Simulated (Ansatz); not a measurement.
Molecular dynamics of Ta2Co7Ni7 (part 3 of 6)

Ta2Co7Ni7 (disordered cell, 16 atoms in the cell); DFT PBE, scalar-relativistic, plane waves, PAW, no spin polarisation (Ansatz 0.2.0); cutoff 420 eV, 1×1×1 k-mesh, Fermi–Dirac smearing of 0.0974 eV. It belongs to a series of runs on one base structure; here: Langevin dynamics at 1130 K from the last frame before.

Geometry of the input (Å; fractional positions):
```
5.6289  0.2477  0.1288
0.2477  5.7583  -0.1195
0.1288  -0.1195  5.9706
Co 0.5641  0.2585  0.6344
Co 0.3742  0.4662  0.9804
Co 0.0914  0.6711  0.1727
Co 0.6120  0.6764  0.6979
Co 0.8778  0.9258  0.9045
Co 0.0887  0.6815  0.7343
Co 0.3863  0.5200  0.3962
Ni 0.4013  0.0128  0.8555
Ni 0.5481  0.8091  0.1695
Ni 0.3746  0.9124  0.4845
Ni 0.7743  0.4840  0.0227
Ni 0.8511  0.4597  0.4169
Ni 0.5813  0.2010  0.2501
Ni 0.8975  0.9740  0.4972
Ta 0.0974  0.2458  0.6456
Ta 0.0926  0.1316  0.1720
```

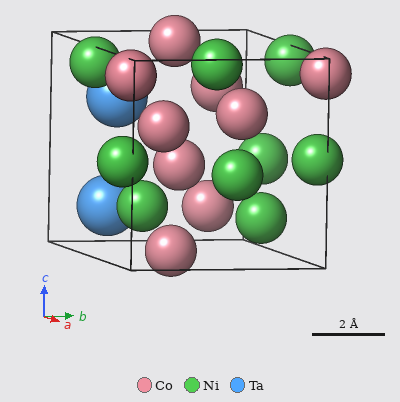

*The geometry at step 164 of the log (spheres-only view of the cell of the calculation, seen slightly off an axis).*

## Output, continued
```
md step   150: t =   450.00 fs  T =  1016.7 K  F+E_penalty+E_count = -96623.17273582 eV  E_kin = 2.102691 eV  P_inst = 0.3681 GPa  (6 SCF iters)
SCF 152 converged in 5 iterations: F = -96623.149239 eV  dr2 = 2.02e-6
md step   151: t =   453.00 fs  T =  1055.5 K  F+E_penalty+E_count = -96623.14923901 eV  E_kin = 2.182977 eV  P_inst = 0.4919 GPa  (5 SCF iters)
SCF 153 converged in 5 iterations: F = -96623.123017 eV  dr2 = 8.84e-6
md step   152: t =   456.00 fs  T =   989.7 K  F+E_penalty+E_count = -96623.12301721 eV  E_kin = 2.046847 eV  P_inst = 0.5412 GPa  (5 SCF iters)
SCF 154 converged in 6 iterations: F = -96623.081177 eV  dr2 = 2.01e-6
md step   153: t =   459.00 fs  T =  1071.5 K  F+E_penalty+E_count = -96623.08117692 eV  E_kin = 2.215939 eV  P_inst = 0.8227 GPa  (6 SCF iters)
SCF 155 converged in 5 iterations: F = -96623.042868 eV  dr2 = 4.15e-6
md step   154: t =   462.00 fs  T =   978.7 K  F+E_penalty+E_count = -96623.04286790 eV  E_kin = 2.024104 eV  P_inst = 0.9081 GPa  (5 SCF iters)
SCF 156 converged in 5 iterations: F = -96623.003083 eV  dr2 = 6.81e-6
md step   155: t =   465.00 fs  T =   931.5 K  F+E_penalty+E_count = -96623.00308340 eV  E_kin = 1.926454 eV  P_inst = 1.0676 GPa  (5 SCF iters)
SCF 157 converged in 5 iterations: F = -96622.961412 eV  dr2 = 6.37e-6
md step   156: t =   468.00 fs  T =   885.0 K  F+E_penalty+E_count = -96622.96141166 eV  E_kin = 1.830372 eV  P_inst = 1.2604 GPa  (5 SCF iters)
SCF 158 converged in 5 iterations: F = -96622.937915 eV  dr2 = 3.71e-6
md step   157: t =   471.00 fs  T =   953.8 K  F+E_penalty+E_count = -96622.93791532 eV  E_kin = 1.972637 eV  P_inst = 1.5209 GPa  (5 SCF iters)
SCF 159 converged in 5 iterations: F = -96622.931504 eV  dr2 = 3.09e-6
md step   158: t =   474.00 fs  T =   841.0 K  F+E_penalty+E_count = -96622.93150355 eV  E_kin = 1.739240 eV  P_inst = 1.4970 GPa  (5 SCF iters)
SCF 160 converged in 5 iterations: F = -96622.929590 eV  dr2 = 4.66e-6
md step   159: t =   477.00 fs  T =  1052.8 K  F+E_penalty+E_count = -96622.92959026 eV  E_kin = 2.177416 eV  P_inst = 1.7890 GPa  (5 SCF iters)
SCF 161 converged in 6 iterations: F = -96622.907804 eV  dr2 = 2.38e-6
md step   160: t =   480.00 fs  T =   987.4 K  F+E_penalty+E_count = -96622.90780438 eV  E_kin = 2.042171 eV  P_inst = 1.7836 GPa  (6 SCF iters)
SCF 162 converged in 6 iterations: F = -96622.877298 eV  dr2 = 1.13e-6
md step   161: t =   483.00 fs  T =  1201.1 K  F+E_penalty+E_count = -96622.87729759 eV  E_kin = 2.484078 eV  P_inst = 2.0891 GPa  (6 SCF iters)
SCF 163 converged in 6 iterations: F = -96622.871584 eV  dr2 = 2.90e-6
md step   162: t =   486.00 fs  T =  1146.3 K  F+E_penalty+E_count = -96622.87158358 eV  E_kin = 2.370690 eV  P_inst = 1.9560 GPa  (6 SCF iters)
SCF 164 converged in 5 iterations: F = -96622.877201 eV  dr2 = 5.91e-6
md step   163: t =   489.00 fs  T =   983.1 K  F+E_penalty+E_count = -96622.87720114 eV  E_kin = 2.033268 eV  P_inst = 1.6562 GPa  (5 SCF iters)
SCF 165 converged in 5 iterations: F = -96622.880043 eV  dr2 = 1.87e-6
md step   164: t =   492.00 fs  T =   778.1 K  F+E_penalty+E_count = -96622.88004330 eV  E_kin = 1.609267 eV  P_inst = 1.3181 GPa  (5 SCF iters)
SCF 166 converged in 5 iterations: F = -96622.891700 eV  dr2 = 8.93e-6
md step   165: t =   495.00 fs  T =   775.9 K  F+E_penalty+E_count = -96622.89169984 eV  E_kin = 1.604700 eV  P_inst = 1.1797 GPa  (5 SCF iters)
SCF 167 converged in 5 iterations: F = -96622.929149 eV  dr2 = 6.05e-6
md step   166: t =   498.00 fs  T =   971.0 K  F+E_penalty+E_count = -96622.92914865 eV  E_kin = 2.008103 eV  P_inst = 1.2112 GPa  (5 SCF iters)
SCF 168 converged in 5 iterations: F = -96622.982589 eV  dr2 = 5.65e-6
md step   167: t =   501.00 fs  T =   783.2 K  F+E_penalty+E_count = -96622.98258863 eV  E_kin = 1.619880 eV  P_inst = 0.7969 GPa  (5 SCF iters)
SCF 169 converged in 6 iterations: F = -96623.035513 eV  dr2 = 1.17e-6
md step   168: t =   504.00 fs  T =   755.4 K  F+E_penalty+E_count = -96623.03551282 eV  E_kin = 1.562364 eV  P_inst = 0.6002 GPa  (6 SCF iters)
SCF 170 converged in 5 iterations: F = -96623.087704 eV  dr2 = 6.20e-6
md step   169: t =   507.00 fs  T =   644.5 K  F+E_penalty+E_count = -96623.08770387 eV  E_kin = 1.332931 eV  P_inst = 0.3101 GPa  (5 SCF iters)
SCF 171 converged in 6 iterations: F = -96623.133773 eV  dr2 = 1.54e-6
md step   170: t =   510.00 fs  T =   715.6 K  F+E_penalty+E_count = -96623.13377267 eV  E_kin = 1.479880 eV  P_inst = 0.2351 GPa  (6 SCF iters)
iter 1 solved again at ethr=1.37e-5 eV; its pass at ethr=3.10e-3 eV (dr2=3.70e-2 eV) is discarded
SCF iter   1: F=—  HF=-96623.173343 eV  |F-HF|=—  |Δ(HF+E_count)|=         —  Δρ=4.45e-3  dr2=3.94e-2  ethr=1.37e-5  ⟨swp⟩=2.0  Hψ=773  notcnv=0
preconditioner: auto → Kerker (q_TF=auto, 2.887 Å⁻¹)  [metal: Δε(μ)=0.098 eV  Ē_g=5.149 eV  σ=0.097 eV  W_gap=0.24  n_scr=80 (ndim 8)  ℏωp=32.0 eV  f_vac=0.000  D(μ)=30.62/eV (n_scr^D=492)]
SCF iter   2: F=—  HF=-96623.170192 eV  |F-HF|=—  |Δ(HF+E_count)|=   3.15e-3  Δρ=2.19e-3  dr2=1.28e-2  ethr=1.37e-5  ⟨swp⟩=1.0  Hψ=163  notcnv=0
SCF iter   3: F=—  HF=-96623.168128 eV  |F-HF|=—  |Δ(HF+E_count)|=   2.06e-3  Δρ=7.46e-4  dr2=9.84e-4  ethr=4.74e-6  ⟨swp⟩=2.0  Hψ=235  notcnv=0
SCF iter   4: F=—  HF=-96623.167938 eV  |F-HF|=—  |Δ(HF+E_count)|=   1.90e-4  Δρ=2.58e-4  dr2=1.04e-4  ethr=3.63e-7  ⟨swp⟩=2.0  Hψ=233  notcnv=0
SCF iter   5: F=—  HF=-96623.167917 eV  |F-HF|=—  |Δ(HF+E_count)|=   2.06e-5  Δρ=1.19e-4  dr2=2.43e-5  ethr=3.83e-8  ⟨swp⟩=2.0  Hψ=222  notcnv=0
SCF iter   6: F=-96623.167915 eV  HF=-96623.167916 eV  |F-HF|=6.96e-7  |Δ(HF+E_count)|=   1.84e-6  Δρ=3.38e-5  dr2=1.37e-6  ethr=3.69e-9  ⟨swp⟩=4.0  Hψ=571  notcnv=0
SCF 172 converged in 6 iterations: F = -96623.167915 eV  dr2 = 1.37e-6
md step   171: t =   513.00 fs  T =   576.1 K  F+E_penalty+E_count = -96623.16791492 eV  E_kin = 1.191440 eV  P_inst = -0.0303 GPa  (6 SCF iters)
```

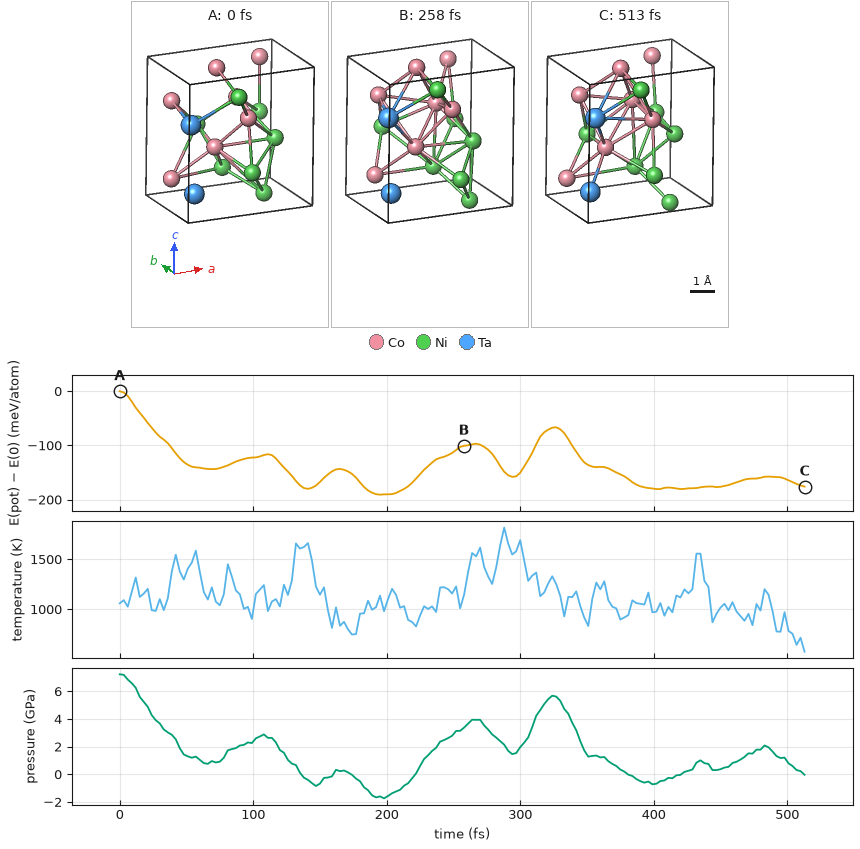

*Frames of the molecular dynamics (ball-and-stick, simulation cell, seen slightly off an axis) above the curves, on which the letters mark them.*

The trajectory kept here has 172 frames over 513 fs. The temperature starts at 1059 K, ranges from 576 to 1817 K and averages 1139 K over the second half. The potential energy ends 175.9 meV/atom below its first value. With the common drift removed, the root-mean-square displacement is 0.43 Å.

```
SCF converged after 6 iterations
Free energy (F): -96623.167915 eV
Harris-Foulkes:  -96623.167916 eV  (|F-HF|=6.96e-7)
Internal energy: -96622.225414 eV  (E = F + TS)
E sigma→0 (E₀):  -96622.696664 eV
Entropy (-TS):   -0.942501 eV (-58.906 meV/atom)
Fermi energy:    17.917548 eV
--- Per-component energies (eV) ---
  E_band       = -4030.268063
  E_kinetic    = 5895.086415
  E_local      = -48309.322388  (includes V_loc(G=0)·N_el)
  E_nonlocal   = 7662.043084
  E_hartree    = 20334.093322
  E_xc         = -2143.424476
  E_vxc        = -2609.591631  (∫ρ·V_xc dr)
  E_paw        = -38812.958581  (= ΣΔE_a)
  E_vpaw       = -7336.668911  (= ΣTr[D̂ρ^β])
  E_aug_tail   = 0.004341  (compensation charges beyond the density's cutoff)
  E_ewald      = -41247.747130
  E_smearing   = -0.942501  (= −TS)
  E_closure    = 0.000000  (closes the sum)
  Σ components = -96623.167915   (vs F -96623.167915, Δ=0.00e0)
--- Forces (eV/Å), atoms counted from 1 ---
  atom   1  Co     0.20059794    -0.64621165     1.34849239
  atom   2  Co    -0.07922259     1.65758958    -0.94877934
  atom   3  Co     0.08023807    -0.41021896    -1.51857525
  atom   4  Co    -0.44717866     0.52800713     0.07412636
  atom   5  Co    -0.47839345    -0.53794136     0.30531462
  atom   6  Co    -1.12265257    -0.42139287    -0.40372363
  atom   7  Co     1.12460543     0.89464465     0.10032128
  atom   8  Ni     0.65903589    -0.33061507     0.33297515
  atom   9  Ni    -0.68299449     0.59354404     0.39555624
  atom  10  Ni     0.96619548    -0.49209870     0.77313377
  atom  11  Ni     0.34169656    -0.70231604    -0.51111988
  atom  12  Ni    -0.25127345    -1.80129856     0.44437762
  atom  13  Ni     0.76438421     0.30387764     0.15383263
  atom  14  Ni    -0.07270237     0.68930692    -0.58099744
  atom  15  Ta    -0.33802628     1.54580336    -1.47730511
  atom  16  Ta    -0.66416145    -0.87095095     1.51249265
  max |Σ_I F_I| component: 2.71e-4 eV/Å
--- Stress (GPa, compression-positive) ---
       -3.205491      -4.672647      -0.497900
       -4.672643      -1.785555       1.740257
       -0.497887       1.740255       2.921701
  P = ⅓ Tr σ = -0.6898 GPa (-6.898 kbar)
--- MD trajectory: 171 steps, t = 0.0 → 513.0 fs ---
  final state: T = 576.1 K   F+E_penalty+E_count = -96623.16791492 eV   E_kin = 1.191440 eV
```

## Trajectory as extended XYZ (Å, eV, eV/Å), 46 of the 172 frames kept, from step=0 to step=171
```
16
Lattice="5.6289 0.2477 0.1288 0.2477 5.7583 -0.1195 0.1288 -0.1195 5.9706" Properties=species:S:1:pos:R:3:forces:R:3 step=0 time_fs=0.0 energy=-96620.35339 temperature=1059.4 pressure_GPa=7.23
Co    3.3212    1.5526    3.8294    0.8049   0.8435   1.1022
Co    2.3482    2.6599    5.8462   -0.1342  -1.1714  -0.8283
Co    0.7031    3.8663    0.9625   -0.3591   1.7044   0.3217
Co    3.7025    3.9630    4.1649    0.0492  -0.7546   0.6744
Co    5.2867    5.4405    5.4026   -2.4861   2.7806   1.5248
Co    0.7626    3.8586    4.3145    2.0903  -2.0935  -1.5250
Co    2.3543    3.0427    2.3533   -0.7726  -0.4753   0.2130
Ni    2.3721    0.0709    5.1583    0.1522  -0.3653   2.0015
Ni    3.3076    4.7744    0.9859    0.6386  -0.6352  -1.7382
Ni    2.3968    5.2887    2.8320   -1.6338   1.0629   0.4465
Ni    4.4811    2.9761    0.1776    1.2420  -1.4172  -1.4389
Ni    4.9584    2.8082    2.5436   -0.5600   1.3311  -0.5330
Ni    3.3538    1.2716    1.5441    1.0543  -1.0408  -1.4893
Ni    5.3571    5.7716    2.9679   -2.4469  -2.8344  -1.2303
Ta    0.6921    1.3624    3.8378    1.6822   2.1040   3.6546
Ta    0.5759    0.7600    1.0232    0.6791   0.9605  -1.1560
16
Lattice="5.6289 0.2477 0.1288 0.2477 5.7583 -0.1195 0.1288 -0.1195 5.9706" Properties=species:S:1:pos:R:3:forces:R:3 step=4 time_fs=12.0 energy=-96620.83787 temperature=1318.4 pressure_GPa=6.26
Co    3.3849    1.5677    3.8130    0.3184   0.0960   1.4340
Co    2.3359    2.6238    5.7846   -0.1486  -0.7362  -0.1373
Co    0.6470    3.8866    0.9411    0.9428   1.0860   0.6062
Co    3.6457    3.9417    4.1893    0.2095  -0.3876   0.9038
Co    5.3521    5.4673    5.4473   -2.4644   2.0576   0.3862
Co    0.7913    3.8701    4.2506    1.5558  -1.7218  -1.4040
Co    2.4100    3.0572    2.3722   -1.2009  -0.7984  -0.1441
Ni    2.3467    0.0558    5.1371    0.4449  -0.2302   1.8684
Ni    3.3450    4.7265    1.0018    0.5170  -0.0931  -2.0620
Ni    2.3633    5.3062    2.7706   -1.6425   1.2096   1.1019
Ni    4.5277    3.0048    0.2464    0.5441  -2.0579  -2.3091
Ni    4.9124    2.8641    2.5775    0.2099   1.0853  -0.5618
Ni    3.4015    1.2310    1.5408    0.6511  -0.5545  -1.5781
Ni    5.3281    5.7334    2.8446   -1.7611  -2.2018  -0.1118
Ta    0.6673    1.3556    3.8922    0.9509   1.5657   2.7056
Ta    0.5961    0.7607    1.0265    0.8726   1.6813  -0.6978
16
Lattice="5.6289 0.2477 0.1288 0.2477 5.7583 -0.1195 0.1288 -0.1195 5.9706" Properties=species:S:1:pos:R:3:forces:R:3 step=8 time_fs=24.0 energy=-96621.43083 temperature=990.8 pressure_GPa=4.28
Co    3.4455    1.5783    3.8300    0.2798  -0.3223   0.9419
Co    2.3111    2.5440    5.7160   -0.2163  -0.1477   0.5239
Co    0.6163    3.9380    0.9679    1.4584   0.5003   0.2278
Co    3.6071    3.9277    4.2163    0.1730  -0.1127   1.1455
Co    5.3869    5.5357    5.4455   -2.1612   1.2296  -0.2275
Co    0.8304    3.9034    4.1613    0.8231  -1.3463  -0.6266
Co    2.3927    3.0469    2.4158   -0.9244  -1.0570  -0.6447
Ni    2.3210    0.0922    5.1151    0.7574  -0.8341   1.7472
Ni    3.3414    4.7149    0.9665    0.4338  -0.4758  -2.1266
Ni    2.3198    5.2913    2.7213   -1.3021   1.3663   1.3876
Ni    4.5595    2.9673    0.3004    0.1768  -1.8975  -2.7333
Ni    4.8799    2.9457    2.6017    0.5287   0.6707  -0.5230
Ni    3.4182    1.1824    1.5038    0.3818   0.3104  -1.0064
Ni    5.2713    5.6667    2.7456   -1.1467  -1.2771   0.6248
Ta    0.6622    1.3537    3.9494    0.0012   1.4162   1.5102
Ta    0.6310    0.7700    1.0406    0.7362   1.9771  -0.2206
16
Lattice="5.6289 0.2477 0.1288 0.2477 5.7583 -0.1195 0.1288 -0.1195 5.9706" Properties=species:S:1:pos:R:3:forces:R:3 step=11 time_fs=33.0 energy=-96621.78086 temperature=991.9 pressure_GPa=3.24
Co    3.4861    1.5596    3.8307    0.2531  -0.2955   0.6851
Co    2.2617    2.5246    5.6527   -0.0659   0.0555   0.9112
Co    0.5922    3.9852    0.9905    1.6552   0.0601  -0.4838
Co    3.5858    3.9273    4.2422    0.2885  -0.1219   0.9793
Co    5.3778    5.5808    5.4161   -1.7628   0.9480  -0.2268
Co    0.8554    3.9146    4.1179    0.3248  -1.0599  -0.0436
Co    2.3658    3.0565    2.4449   -0.5551  -1.4644  -0.8923
Ni    2.3036    0.1106    5.1676    0.7884  -1.0194   0.8375
Ni    3.3381    4.7018    0.9164    0.2180  -0.3828  -1.4626
Ni    2.2769    5.2682    2.7021   -0.7359   1.7101   1.2793
Ni    4.5572    2.9432    0.3142    0.2431  -1.8061  -2.9588
Ni    4.8897    3.0052    2.5768    0.1545   0.2862   0.1148
Ni    3.4121    1.1752    1.4819    0.2714   0.4251  -0.6978
Ni    5.2459    5.5925    2.6813   -1.0947  -0.4794   1.1131
Ta    0.6520    1.3662    3.9708   -0.2968   1.1593   1.0096
Ta    0.6558    0.7879    1.0587    0.3142   1.9853  -0.1640
16
Lattice="5.6289 0.2477 0.1288 0.2477 5.7583 -0.1195 0.1288 -0.1195 5.9706" Properties=species:S:1:pos:R:3:forces:R:3 step=15 time_fs=45.0 energy=-96622.32777 temperature=1378.4 pressure_GPa=1.89
Co    3.5603    1.5155    3.8442   -0.0592   0.0453   0.3406
Co    2.1962    2.4940    5.6059    0.3362   0.1429   1.1486
Co    0.6092    4.0502    0.9647    1.7634  -0.1452  -1.3196
Co    3.5914    3.9055    4.2724    0.3648  -0.2332   0.3717
Co    5.3255    5.6682    5.3719   -1.1812   0.5203  -0.1680
Co    0.8646    3.8802    4.0958   -0.1423  -0.3026   0.5238
Co    2.3342    3.0415    2.4472   -0.1190  -1.3251  -0.7956
Ni    2.3153    0.0910    5.2538    0.4225  -0.5526  -0.6015
Ni    3.3198    4.6605    0.7916    0.0195  -0.4564   0.1587
Ni    2.2211    5.2779    2.6835    0.2060   1.3461   0.7848
Ni    4.5912    2.8788    0.3084    0.2261  -1.3608  -3.2351
Ni    4.9631    3.0600    2.5101   -0.5872  -0.3384   1.0934
Ni    3.4263    1.1776    1.4384    0.0716   0.0690  -0.2884
Ni    5.1665    5.4988    2.6221   -0.8581   0.2950   1.5005
Ta    0.6308    1.3756    3.9882   -0.3225   0.6742   0.6234
Ta    0.6738    0.8139    1.0825   -0.1398   1.6220  -0.1374
16
Lattice="5.6289 0.2477 0.1288 0.2477 5.7583 -0.1195 0.1288 -0.1195 5.9706" Properties=species:S:1:pos:R:3:forces:R:3 step=19 time_fs=57.0 energy=-96622.59975 temperature=1587.0 pressure_GPa=1.29
Co    3.6042    1.4654    3.8563   -0.3514   0.5999  -0.0483
Co    2.1775    2.4916    5.6001    0.5294  -0.0341   1.2994
Co    0.6834    4.1166    0.9315    1.3263  -0.1055  -1.3281
Co    3.6171    3.8572    4.2958    0.3888  -0.1486  -0.3034
Co    5.2483    5.7649    5.2998   -0.7843  -0.0306   0.3776
Co    0.8311    3.8186    4.1130   -0.0557   0.5353   0.5453
Co    2.3436    3.0053    2.4085   -0.1374  -0.9626  -0.3045
Ni    2.3793    0.0935    5.3008    0.1181  -0.2220  -1.3733
Ni    3.3026    4.5706    0.6842    0.0658  -0.4695   1.4093
Ni    2.1923    5.2669    2.6856    0.5664   1.0835   0.5719
Ni    4.6490    2.7946    0.2828    0.1796  -0.8761  -2.8248
Ni    5.0401    3.1280    2.4823   -0.9400  -1.2528   0.9890
Ni    3.4253    1.1537    1.4362    0.0422  -0.2096  -0.3623
Ni    5.0527    5.4425    2.6025   -0.3011   0.7183   1.2661
Ta    0.6090    1.3836    4.0242   -0.0628   0.3122  -0.1781
Ta    0.7133    0.8276    1.0741   -0.5840   1.0619   0.2643
16
Lattice="5.6289 0.2477 0.1288 0.2477 5.7583 -0.1195 0.1288 -0.1195 5.9706" Properties=species:S:1:pos:R:3:forces:R:3 step=23 time_fs=69.0 energy=-96622.65026 temperature=1219.6 pressure_GPa=0.96
Co    3.6485    1.4724    3.8699   -0.9432   0.6496  -0.1015
Co    2.1707    2.5056    5.6396    0.5004  -0.4956   1.0019
Co    0.7545    4.1745    0.8964    0.5267  -0.1564  -0.6596
Co    3.6914    3.7804    4.3171    0.2665   0.5310  -0.5905
Co    5.1438    5.8587    5.2493   -0.2189  -0.6453   1.0615
Co    0.7770    3.7770    4.1601    0.0971   1.0261   0.3896
Co    2.3818    2.9727    2.4102   -0.5490  -0.4799  -0.0196
Ni    2.4594    0.0769    5.3198   -0.4069   0.1241  -1.5558
Ni    3.2949    4.4574    0.6209    0.0355   0.3063   2.2162
Ni    2.1929    5.2600    2.6989    0.6572   0.8503   0.4753
Ni    4.6692    2.7416    0.2452    0.4232  -0.7589  -2.1317
Ni    5.0276    3.1629    2.4914   -0.5499  -1.4392   0.0714
Ni    3.4582    1.1487    1.4739   -0.1055  -0.4401  -0.7447
Ni    4.9594    5.4490    2.6247    0.4216   0.2175   0.8860
Ta    0.5949    1.3815    4.0397    0.6058   0.1091  -0.5781
Ta    0.7586    0.8560    1.0673   -0.7605   0.6010   0.2796
```
